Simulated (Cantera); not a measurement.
A closed system holds: 1 mol Si, 0.028 mol O2, 320 mol N2, held at 0.160 bar.

Method: chemical equilibrium by Gibbs-energy minimisation in Cantera with the NASA 1993 tables (ideal gas, pure condensed phases). Candidate condensed phases: Si, SiO2, Si2N2O, Si3N4; 16 gas species. N2 is the only nitrogen source here; it is nearly inert below about 1500 K, so the nitride shown seldom forms there in practice. Mutual solubility and eutectic melting of coexisting phases are not modelled. Kinetics and transport are ignored.

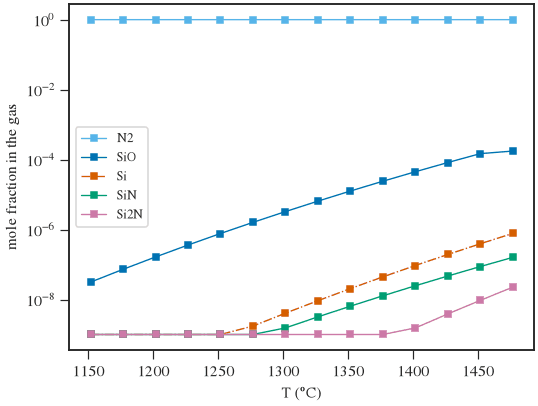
Figure: Equilibrium gas composition (values under 1e-9 drawn at 1e-9)

From 1152 °C to 1452 °C the condensed part is Si2N2O(s) + Si3N4(s). At 1477 °C the condensed part is Si3N4(s). The main Si-bearing gas is SiO throughout.
